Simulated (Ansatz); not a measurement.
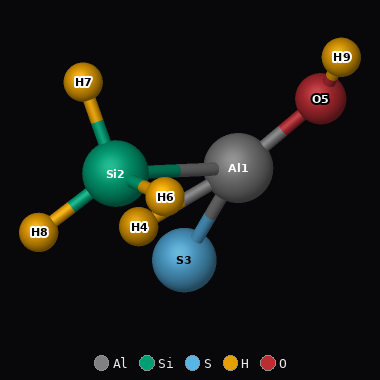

The system is the reacting system AlH5OSSi (fragments AlH₅OSSi where the first distance is long, AlHOS + H₄Si where the second is long); the picture shows the reference structure. Coordinates scanned: (1) distance Si2–H4 (bond that forms); (2) distance S3–H4 (bond that breaks). Relaxed at each point: all other coordinates. The scan uses an 8 × 8 grid. Points are written as (first, second). All energies are given in kJ/mol relative to a guessed transition structure relaxed with its forming and breaking bonds held. Energies and slopes of some neighbouring points disagree (a jump in structure or state, or too coarse a mesh). The reference is spin-restricted, so regions where a bond is pulled apart into radicals lie too high. Method: Ansatz 0.2.0, RKS BHLYP-D4/def2-SVP.

Its coordinates:

```xyz
9

Al   -0.7977   -0.6140   -0.9005
Si    0.7431    0.4820    1.0437
S    -1.6357   -2.1504    0.2049
H    -0.4599   -0.9421    0.8287
O    -0.7282    0.1234   -2.3897
H     2.1232    0.4365    0.4968
H     0.2929    1.8946    1.1298
H     0.7692   -0.0800    2.4154
H    -0.3068    0.8499   -2.8292
```

Range: distance Si2–H4 (bond that forms) from 1.278 to 2.778 Å; distance S3–H4 (bond that breaks) from 1.224 to 3.024 Å.

> Predict the map.

The lowest grid point is at (2.778 Å, 1.382 Å), −203 kJ/mol from a guessed transition structure relaxed with its forming and breaking bonds held. It lies at the edge of the scanned range, so the true minimum may lie outside. The highest grid point, (1.278 Å, 1.224 Å), lies 502 kJ/mol above the lowest.

```tsv
second ↓, first →	1.278	1.410	1.591	1.798	2.023	2.263	2.515	2.778
3.024	−55	−107	−112	−77	−28	−45	−65	−107
2.709	−40	−93	−99	−66	−17	36	7	−38
2.406	−36	−67	−76	−47	−1	50	96	147
2.118	−14	−63	−41	−19	15	35	55	53
1.848	32	−22	12	4	−17	−31	−42	−52
1.600	117	52	14	−50	−92	−120	−139	−151
1.382	237	109	−4	−82	−133	−167	−189	−203
1.224	299	166	45	−42	−100	−139	−164	−179
```

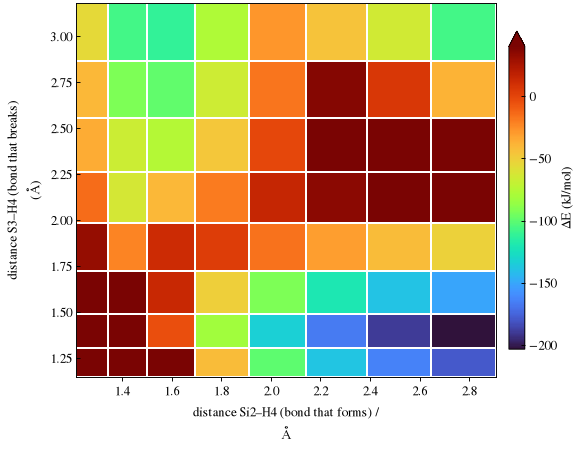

Drawn: one coloured cell a grid point, one colour for all values above the top of the scale.

Each point was launched as `ansatz run input.yaml --threads 1 --pin off --max-ram 2560MiB --backend cpu --events-out ev --progress --plain --runs-dir out`. Time for the 64 points that were run: 54 min on 1 thread of Arm Neoverse N1, with other jobs on the host.
